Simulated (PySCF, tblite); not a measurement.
**C6H14Si: geometry, infrared bands and NMR shifts**

Wanted: the infrared bands and NMR shifts of C6H14Si (`C[C@@H]1C[Si@@H](C)[C@@H]1C`), by calculation.

Computed with tblite 0.8.0 and PySCF 2.14.0, with density-fitted response routines of our own, on a single molecule in the gas phase. Atoms are numbered from 0 throughout.

### 1 Starting geometry

21 atoms, charge 0, multiplicity 1; geometry from: force field or distance geometry start.

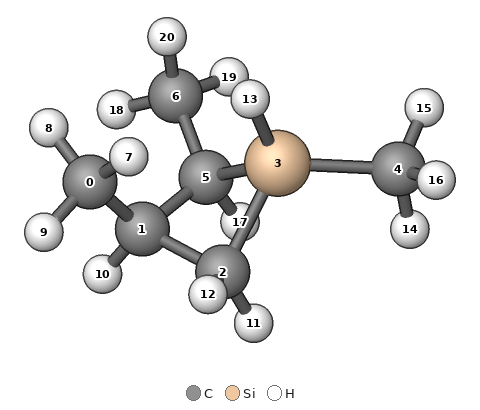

The starting geometry (carbon grey, silicon light orange, hydrogen white), atoms numbered.

### 2 Optimising the geometry with GFN2-xTB

What the job is given:

```
{"job": {"kind": "relax", "xc": "GFN2-xTB", "basis": "xTB"}, "charge": 0, "multiplicity": 1}
C     -1.953900    -0.737300     0.677000
C     -1.188600    -0.268100    -0.523100
C     -0.040600    -1.263100    -0.766000
Si     0.906400    -0.426300     0.572300
C      2.725900    -0.342900     0.261700
C     -0.152100     0.772700    -0.338100
C     -0.504700     2.048100     0.352800
H     -1.362400    -1.294900     1.426200
H     -2.505300     0.067300     1.190000
H     -2.714500    -1.479900     0.306800
H     -1.823700    -0.087100    -1.388400
H      0.385000    -1.163300    -1.781500
H     -0.312700    -2.306700    -0.492500
H      0.535600    -0.746300     1.952000
H      2.850200    -0.295700    -0.853000
H      3.195100     0.536200     0.769700
H      3.259900    -1.253900     0.588300
H      0.330000     1.002200    -1.319900
H     -1.394200     2.517800    -0.111100
H      0.341100     2.762500     0.171900
H     -0.585400     1.975500     1.459200
```

Run with:

```bash
OMP_NUM_THREADS=1 python probes_run.py task.json out
```

One launch serves the whole session: the jobs run in the order shown.

**Question.** This job is followed by: GFN2-xTB harmonic vibrations, gas phase; GIAO PBE0/pcSseg-1 NMR shielding, non-relativistic, gas phase. What will the session give for the following? strongest single infrared mode (GFN2-xTB); zero-point energy (GFN2-xTB); 13C shifts against TMS (PBE0/pcSseg-1); 1H shifts against TMS (PBE0/pcSseg-1, means over atoms taken as alike); 29Si shifts against TMS (PBE0/pcSseg-1).

**Answer**, as computed:

| quantity | value |
| --- | --- |
| strongest single infrared mode (GFN2-xTB) | 2198 cm⁻¹, 354 km/mol |
| zero-point energy (GFN2-xTB) | 114.8 kcal/mol |
| 13C shifts against TMS (PBE0/pcSseg-1) | 33.2, 31.6, 21.7, 20.6, 15.8, -2.2 ppm |
| 1H shifts against TMS (PBE0/pcSseg-1, means over atoms taken as alike) | 4.87, 2.46, 1.94, 1.54, 1.08, 1.06, 0.74, 0.28 ppm |
| 29Si shifts against TMS (PBE0/pcSseg-1) | -2.5 ppm |

Relaxing lowered the energy by 1.254 eV in 90 steps; the close pair that moved most is Si3–C5, from 1.840 to 1.920 Å. All 57 modes are real, so the xTB geometry is a minimum. The strongest single mode, at 2198 cm⁻¹, moves mainly H13. GFN2-xTB is a fitted tight-binding method: band positions and strengths are rough. Its intensities can rank the bands wrongly. At PBE0/pcSseg-1: The widest tensor belongs to Si3: span 75 ppm, with a paramagnetic part of -530 ppm.
